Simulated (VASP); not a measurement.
Band structure of HfC (relaxed from the rock salt structure, space group Fm-3m). Method: PBEsol GGA, VASP's PBE PAW potentials (set 64) (plane waves; VASP).

Unless said otherwise, spin-orbit coupling is left out, though it shifts the bands of the heavy elements here.

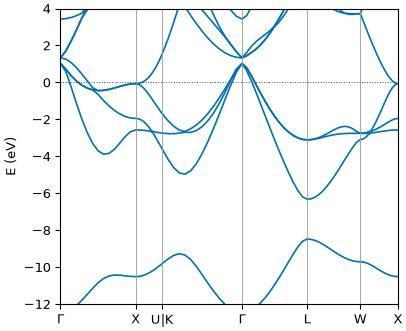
Figure: Bands along high-symmetry lines, zero at the valence-band maximum or, without a gap, the Fermi level

Problem. Read the plot: is there a gap, and where are the band edges?

Solution. It has no gap at this level: it comes out as a metal or semimetal. (Edges off the drawn lines would not show.)

The structure was generated: HfC was put into the rock salt type (Fm-3m), which need not be its known phase. It was relaxed first, which changed the volume by -39 %.
